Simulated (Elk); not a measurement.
# Double counting and the size of U in GaCo

Aim: see how the moments of GaCo follow the form and size of the Hubbard term.

Method: PBEsol; all-electron APW+lo, Dirac cores, scalar-relativistic bands, in Elk 11.2.3 (patched build).

### Step 1. Set-up

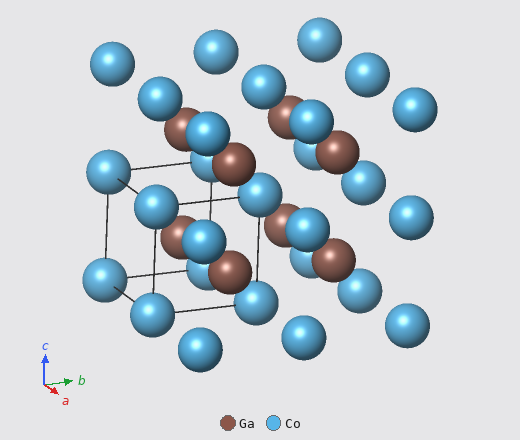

Start, viewed slightly off an axis; gallium brown, cobalt blue. 2×2×2 cells are drawn. Some periodic images of atoms are drawn too.

### Step 2. No U

The run without a Hubbard term is the reference.

Moments are seeded by fields in the spheres (the last three columns under atoms), set against the wanted direction and reduced each loop.

The input, elk.in:

```
tasks
  0
  15

xctype
  22

rgkmax
  7.0

nempty
  12

swidth
  0.003

reducebf
  0.5

epsengy
  1e-05

maxscl
  100

lmaxi
  2

spinpol
  .true.

sppath
  './'

avec
  5.43863178667 0.00000000000 0.00000000000
  0.00000000000 5.43863178667 0.00000000000
  0.00000000000 0.00000000000 5.43863178667

atoms
  2
  'Ga.in'
  1
  0.5000000000 0.5000000000 0.5000000000   0.000000 0.000000 0.000000
  'Co.in'
  1
  0.0000000000 0.0000000000 0.0000000000   0.000000 0.000000 -0.100000

ngridk
  8 8 8
```

Command:

```
$ OMP_NUM_THREADS=2 elk
```

Numbers of over 12 decimals in the logs are rounded to 6 here.

Log:

```text
Info(gndstate): no moment of its own; a second start begins; STATE.OUT holds the state before
Info(gndstate): the second start gave no lower state; one of another order, or behind a
 stronger field, isn't excluded
Warning(gndstate): core states of species 1 leak from the muffin-tin :   0.1126905125E-02
Warning(gndstate): core states of species 2 leak from the muffin-tin :   0.7260571929E-03

--- INFO.OUT ---
┌─────────────────────────┐
│ Elk code version 11.2.3 │
└─────────────────────────┘

All units are atomic (Hartree, Bohr, etc.)

┌─────────────────────────────────────────────────┐
│ Ground-state run starting from atomic densities │
└─────────────────────────────────────────────────┘

Lattice vectors :
   5.438631787       0.000000000       0.000000000
   0.000000000       5.438631787       0.000000000
   0.000000000       0.000000000       5.438631787

Species : 1 (Ga)
 parameters loaded from : Ga.in
 name : gallium
 nuclear charge    :   -31.00000000
 electronic charge :    31.00000000
 atomic mass :    127097.2539
 muffin-tin radius :    2.329996645
 number of radial points in muffin-tin :    993
 inner part over the whole radius :   0.9882189333E-02
 number on inner part of muffin-tin    :    701
 approximate nuclear radius :   0.7562051033E-04
 number of mesh points to nuclear radius :    339
 atomic positions (lattice), magnetic fields (Cartesian) :
  1 :   0.00000000  0.00000000  0.00000000    0.00000000  0.00000000  0.00000000

Species : 2 (Co)
 parameters loaded from : Co.in
 name : cobalt
 nuclear charge    :   -27.00000000
 electronic charge :    27.00000000
 atomic mass :    107428.6517
 muffin-tin radius :    2.329996645
 number of radial points in muffin-tin :    993
 inner part over the whole radius :   0.9927653464E-02
 number on inner part of muffin-tin    :    700
 approximate nuclear radius :   0.7243775530E-04
 number of mesh points to nuclear radius :    334
 atomic positions (lattice), magnetic fields (Cartesian) :
  1 :   0.50000000  0.50000000  0.50000000    0.00000000  0.00000000 -0.10000000

Total number of atoms per unit cell :    2
Total muffin-tin volume :    105.9703800
 ratio of muffin-tin to unit cell volume :   0.6587422545

Spin treatment :
 spin-polarised
 global magnetic field (Cartesian) :    0.000000000       0.000000000       0.000000000
 collinear magnetisation in z-direction

Number of Bravais lattice symmetries :   48
Number of crystal symmetries         :   48
Crystal has inversion symmetry
Real symmetric eigensolver will be used

k-point grid :      8     8     8
k-point offset :    0.000000000       0.000000000       0.000000000
k-point set is reduced with full crystal symmetry group
Total number of k-points :       35

Muffin-tin radius times maximum |G+k| :    7.000000000
 using average radius
Maximum |G+k| for APW functions       :    3.004296172
Maximum (1/2)|G+k|²                   :    4.512897745
Maximum |G| for potential and density :    12.00000000
Constant for pseudocharge density :    7
 order of it for each species :   14  14
 order of it for pair densities of each species (exact exchange by exxq0 0: 14) :   10  10
Radial integration step length :    1

G-vector grid sizes :     21    21    21
Number of G-vectors :     4697

Maximum angular momentum used for
 APW functions            :    8
 outer part of muffin-tin :    6
 inner part of muffin-tin :    2

Number of empty states         :     24
Total number of valence states :     78
Total number of core states    :     30

Third-order local-orbitals added for an l without core states : T
Total number of local-orbitals :     41

Exchange-correlation functional :     22     0     0
 PBEsol, Phys. Rev. Lett. 100, 136406 (2008)
 gradient requirement :    1
 generalised gradient approximation (GGA)

Smearing type :    3
 Fermi-Dirac
Smearing width :   0.3000000000E-02
Effective electronic temperature (K) :    947.3250744

Mixing type :    3
 Broyden mixing, J. Phys. A: Math. Gen. 17, L317 (1984)

Kohn-Sham potential initialised from atomic data

┌──────────────────────────────┐
│ Self-consistent loop started │
└──────────────────────────────┘

┌─────────────────┐
│ Loop number : 1 │
└─────────────────┘

Energies :
 Fermi                       :     0.199974
 sum of occupied eigenvalues :     -1917.8187830960
 electron kinetic            :      3393.6928235556
 core electron kinetic       :      3123.5744118945
 Coulomb                     :     -6595.8888448720
 Coulomb potential           :     -5131.0255874867
 nuclear-nuclear             :     -564.24793896892
 electron-nuclear            :     -6952.5205021921
 Hartree                     :      920.87959628893
 Madelung                    :     -4030.3760511287
 xc potential                :     -180.41108178745
 xc effective B-field        :    -0.36786153378993E-01
 external B-field            :      0.000000
 exchange                    :     -129.70379174524
 correlation                 :     -3.193230
 electron entropic           :    -0.16379959226545E-02
 total energy                :     -3335.0946810936
 (external B-field energy excluded from total)

Density of states at Fermi energy :    57.26227219
 (states/Hartree/unit cell)

Estimated indirect band gap :   0.1592808492E-02
 from k-point 29 to k-point 7
Estimated direct band gap   :   0.3561561030E-02
 at k-point 29

Charges :
 core                        :    30.00000000
 valence                     :    28.00000000
 interstitial                :    1.958622766
 muffin-tins (core leakage)
  species : 1 (Ga)
   atom 1                    :    29.49724548     (  0.1229662251E-02)
  species : 2 (Co)
   atom 1                    :    26.54413176     (  0.7144278719E-03)
 total in muffin-tins        :    56.04137723
 total calculated charge     :    57.99788194
 total charge                :    58.00000000
 error                       :   0.2118061564E-02

Moments :
 interstitial                :  -0.7618154912E-01
 muffin-tins
  species : 1 (Ga)
   atom 1                    :  -0.8385809057E-01
  species : 2 (Co)
   atom 1                    :    1.277725285
 total in muffin-tins        :    1.193867195
 total moment                :    1.117685645

[... earlier loops left out ...]

┌──────────────────┐
│ Loop number : 55 │
└──────────────────┘

Energies :
 Fermi                       :     0.335307
 sum of occupied eigenvalues :     -1912.7409337504
 electron kinetic            :      3393.5748514642
 core electron kinetic       :      3124.0033207495
 Coulomb                     :     -6595.7531764328
 Coulomb potential           :     -5132.2907464672
 nuclear-nuclear             :     -564.24793896892
 electron-nuclear            :     -6950.8618814472
 Hartree                     :      919.35664398327
 Madelung                    :     -4029.6078031992
 xc potential                :     -174.02503874140
 xc effective B-field        :    -0.58357962342077E-08
 external B-field            :      0.000000
 exchange                    :     -129.56065925335
 correlation                 :     -3.195054
 electron entropic           :    -0.11012048733161E-02
 total energy                :     -3334.9351396404
 (external B-field energy excluded from total)

Density of states at Fermi energy :    37.63713591
 (states/Hartree/unit cell)

Estimated indirect band gap :   0.3844548336E-02
 from k-point 14 to k-point 24
Estimated direct band gap   :   0.2615305800E-01
 at k-point 31

Charges :
 core                        :    30.00000000
 valence                     :    28.00000000
 interstitial                :    2.050729857
 muffin-tins (core leakage)
  species : 1 (Ga)
   atom 1                    :    29.72891810     (  0.1126905125E-02)
  species : 2 (Co)
   atom 1                    :    26.22035204     (  0.7260571929E-03)
 total in muffin-tins        :    55.94927014
 total calculated charge     :    57.99794057
 total charge                :    58.00000000
 error                       :   0.2059425135E-02

Moments :
 interstitial                :  -0.2445083959E-04
 muffin-tins
  species : 1 (Ga)
   atom 1                    :  -0.1971262148E-04
  species : 2 (Co)
   atom 1                    :   0.4368905768E-03
 total in muffin-tins        :   0.4171779554E-03
 total moment                :   0.3927271158E-03

┌──────────────────────────────┐
│ Self-consistent loop stopped │
└──────────────────────────────┘

Warning : core states of species 1 leak from the muffin-tin :   0.1126905125E-02

Warning : core states of species 2 leak from the muffin-tin :   0.7260571929E-03

Wrote STATE.OUT
```

Elapsed: 2.5 min, on 2 threads of Arm Neoverse V1, shared host; peak memory 0.11 GiB; 4.9 min of CPU time.

The moments died away, and this build then starts once more from a stronger push, within the same count of loops. That gave no lower state.

Spin moment in the muffin-tin sphere by atom:

| atom | spin moment in the muffin-tin sphere (μB) |
| --- | --- |
| Ga1 | 0.0000 |
| Co2 | 0.0004 |

This step gave:

```
final state : non-magnetic
```

After 55 cycles the seed has died away: no moment is left.

### Step 3. U = 3.50 eV, J = 0.90 eV on Co d (fully localised)

Fully localised double counting pushes orbitals towards full or empty, which suits localised shells.

Changes to elk.in since step 2:

```diff
@@ -3,2 +3,4 @@
   15
+  33
+  73
 
@@ -50 +52,12 @@
   8 8 8
+
+dft+u
+  1 1
+  2 2 0.128623 0.033074
+
+plot3d
+  0 0 0
+  1 0 0
+  0 1 0
+  0 0 1
+  15 15 15
```

Command:

```
$ OMP_NUM_THREADS=2 elk
```

Log:

```text
Warning(gndstate): core states of species 1 leak from the muffin-tin :   0.1125421005E-02
Warning(gndstate): core states of species 2 leak from the muffin-tin :   0.7375081360E-03
Warning(gndstate): forces or DFT+U at lmaxo under 8 : 6
  [figures from our tests cut]: type lmaxo 8 and lmaxapw 10

--- INFO.OUT ---
┌─────────────────────────┐
│ Elk code version 11.2.3 │
└─────────────────────────┘

All units are atomic (Hartree, Bohr, etc.)

┌─────────────────────────────────────────────────┐
│ Ground-state run starting from atomic densities │
└─────────────────────────────────────────────────┘

Lattice vectors :
   5.438631787       0.000000000       0.000000000
   0.000000000       5.438631787       0.000000000
   0.000000000       0.000000000       5.438631787

Species : 1 (Ga)
 muffin-tin radius :    2.329996645
 atomic positions (lattice), magnetic fields (Cartesian) :
  1 :   0.00000000  0.00000000  0.00000000    0.00000000  0.00000000  0.00000000

Species : 2 (Co)
 muffin-tin radius :    2.329996645
 atomic positions (lattice), magnetic fields (Cartesian) :
  1 :   0.50000000  0.50000000  0.50000000    0.00000000  0.00000000 -0.10000000

Total number of atoms per unit cell :    2
Total muffin-tin volume :    105.9703800
 ratio of muffin-tin to unit cell volume :   0.6587422545

Spin treatment :
 spin-polarised
 global magnetic field (Cartesian) :    0.000000000       0.000000000       0.000000000
 collinear magnetisation in z-direction

Number of Bravais lattice symmetries :   48
Number of crystal symmetries         :   48
Crystal has inversion symmetry
Real symmetric eigensolver will be used

k-point grid :      8     8     8
k-point offset :    0.000000000       0.000000000       0.000000000
k-point set is reduced with full crystal symmetry group
Total number of k-points :       35

Muffin-tin radius times maximum |G+k| :    7.000000000
 using average radius
Maximum |G+k| for APW functions       :    3.004296172
Maximum (1/2)|G+k|²                   :    4.512897745
Maximum |G| for potential and density :    12.00000000
Constant for pseudocharge density :    7
 order of it for each species :   14  14
 order of it for pair densities of each species (exact exchange by exxq0 0: 14) :   10  10
Radial integration step length :    1

G-vector grid sizes :     21    21    21
Number of G-vectors :     4697

Maximum angular momentum used for
 APW functions            :    8
 outer part of muffin-tin :    6

Number of empty states         :     24
Total number of valence states :     78
Total number of core states    :     30

Third-order local-orbitals added for an l without core states : T
Total number of local-orbitals :     41

Exchange-correlation functional :     22     0     0
 PBEsol, Phys. Rev. Lett. 100, 136406 (2008)
 gradient requirement :    1
 generalised gradient approximation (GGA)

DFT+U calculation
 fully localised limit (FLL)
 see Phys. Rev. B 52, R5467 (1995)
 species : 2 (Co), l = 2, U =   0.12862300, J =   0.03307400

Smearing type :    3
 Fermi-Dirac
Smearing width :   0.3000000000E-02
Effective electronic temperature (K) :    947.3250744

Mixing type :    3
 Broyden mixing, J. Phys. A: Math. Gen. 17, L317 (1984)

Kohn-Sham potential initialised from atomic data

┌──────────────────────────────┐
│ Self-consistent loop started │
└──────────────────────────────┘

[... earlier loops left out ...]

┌──────────────────┐
│ Loop number : 26 │
└──────────────────┘

Energies :
 Fermi                       :     0.322193
 sum of occupied eigenvalues :     -1912.6419957406
 electron kinetic            :      3393.4792353060
 core electron kinetic       :      3123.9794329449
 Coulomb                     :     -6595.8220535568
 Coulomb potential           :     -5132.0561037930
 nuclear-nuclear             :     -564.24793896892
 electron-nuclear            :     -6951.2367747954
 Hartree                     :      919.66266020756
 Madelung                    :     -4029.7940016603
 xc potential                :     -174.04151953602
 xc effective B-field        :    -0.23609145064001E-01
 external B-field            :      0.000000
 exchange                    :     -129.59255851733
 correlation                 :     -3.193739
 DFT+U                       :     0.279339
 electron entropic           :    -0.76643698765551E-03
 total energy                :     -3334.8505439245
 (external B-field energy excluded from total)

Density of states at Fermi energy :    25.29210951
 (states/Hartree/unit cell)

Estimated indirect band gap :   0.5661332809E-02
 from k-point 28 to k-point 23
Estimated direct band gap   :   0.6000003230E-02
 at k-point 32

Charges :
 core                        :    30.00000000
 valence                     :    28.00000000
 interstitial                :    2.035269010
 muffin-tins (core leakage)
  species : 1 (Ga)
   atom 1                    :    29.72418014     (  0.1125421005E-02)
  species : 2 (Co)
   atom 1                    :    26.24055085     (  0.7375081360E-03)
 total in muffin-tins        :    55.96473099
 total calculated charge     :    57.99794827
 total charge                :    58.00000000
 error                       :   0.2051734444E-02

Moments :
 interstitial                :  -0.6388598928E-01
 muffin-tins
  species : 1 (Ga)
   atom 1                    :  -0.4960146808E-01
  species : 2 (Co)
   atom 1                    :   0.8365303357
 total in muffin-tins        :   0.7869288676
 total moment                :   0.7230428783

┌──────────────────────────────┐
│ Self-consistent loop stopped │
└──────────────────────────────┘

Warning : core states of species 1 leak from the muffin-tin :   0.1125421005E-02

Warning : core states of species 2 leak from the muffin-tin :   0.7375081360E-03

Warning : forces or DFT+U at lmaxo under 8 : 6

Wrote STATE.OUT
```

The job ended after 88 s (2 threads; peak memory 0.11 GiB).

Spin moment in the muffin-tin sphere by atom:

| atom | spin moment in the muffin-tin sphere (μB) |
| --- | --- |
| Ga1 | -0.050 |
| Co2 | 0.837 |

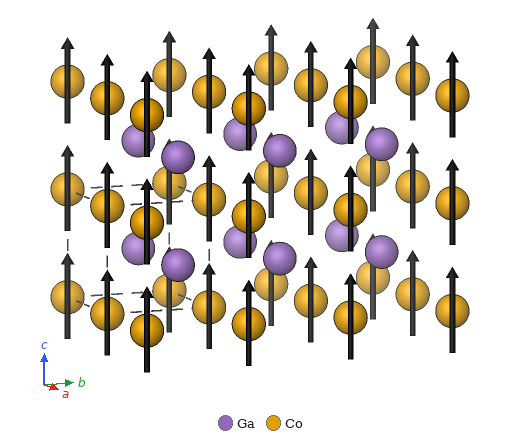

Spin moment in the muffin-tin sphere as arrows, the longest 0.837 μB. Up and down stand for the sign. Arrows give size and sign along the axis of quantisation, drawn up and down the page. 2×3×2 cells are drawn. Some periodic images of atoms are drawn too.

Numbers from this step:

```yaml
density_of_states_at_the_fermi_level: 0.9295 states/eV/cell
moment_between_the_spheres: -0.06389 μB
magnetization: 0.7230 μB
final_state: ferromagnetic
```

The largest spin moment is +0.84 μB from that of the first run.

FDU.OUT:

```text

   2   2 : species, l
  0.1286230000     : F^(0)
  0.2849452308     : F^(2)
  0.1780907692     : F^(4)
  0.1286230000     : U
  0.3307400000E-01 : J
```

In eV, for the first corrected species: U = 3.50, J = 0.90.

### Step 4. U = 1.75 eV, J = 0.90 eV on Co d (fully localised)

The same form with other values shows how far the result hangs on them.

Changes to elk.in since step 3:

```diff
@@ -3,4 +3,2 @@
   15
-  33
-  73
 
@@ -55,9 +53,2 @@
   1 1
-  2 2 0.128623 0.033074
-
-plot3d
-  0 0 0
-  1 0 0
-  0 1 0
-  0 0 1
-  15 15 15
+  2 2 0.064311 0.033074
```

Command:

```
$ OMP_NUM_THREADS=2 elk
```

Log:

```text
Warning(gndstate): core states of species 1 leak from the muffin-tin :   0.1126176152E-02
Warning(gndstate): core states of species 2 leak from the muffin-tin :   0.7298608991E-03
Warning(gndstate): forces or DFT+U at lmaxo under 8 : 6
  [figures from our tests cut]: type lmaxo 8 and lmaxapw 10

--- INFO.OUT ---
┌─────────────────────────┐
│ Elk code version 11.2.3 │
└─────────────────────────┘

All units are atomic (Hartree, Bohr, etc.)

┌─────────────────────────────────────────────────┐
[...]
Moments :
 interstitial                :  -0.3596536873E-01
 muffin-tins
  species : 1 (Ga)
   atom 1                    :  -0.2521733606E-01
  species : 2 (Co)
   atom 1                    :   0.3833616829
 total in muffin-tins        :   0.3581443468
 total moment                :   0.3221789781

┌──────────────────────────────┐
│ Self-consistent loop stopped │
└──────────────────────────────┘

Warning : core states of species 1 leak from the muffin-tin :   0.1126176152E-02

Warning : core states of species 2 leak from the muffin-tin :   0.7298608991E-03

Warning : forces or DFT+U at lmaxo under 8 : 6

Wrote STATE.OUT

[key lines of the parts left out:]
total energy                :     -3334.9065828878
```

The job ended after 1.8 min (2 threads; peak memory 0.13 GiB).

This step gave:

```yaml
density_of_states_at_the_fermi_level: 0.9683 states/eV/cell
moment_between_the_spheres: -0.03596 μB
magnetization: 0.3222 μB
final_state: ferromagnetic
largest_moment: 0.3834 μB
```

The largest spin moment is +0.38 μB from that of the first run.

(Part 1 of 2 ends here.)

[Logs and program files are shortened in this print: banners, set-up blocks, solver, clock and traceback lines can be left out without a mark of their own.]

[Logs are printed without paths, hosts, clocks, repeated set-up lines and the standing remarks that a program may print on its own settings, such as how far it seeks lower states.]

[Hosts, paths, dates, database ids (printed as entryN), source tags and the programs' standing remarks are cut or masked in the printed files.]

[Where a cell is said to come from a database of computed structures, the database is the Materials Project.]
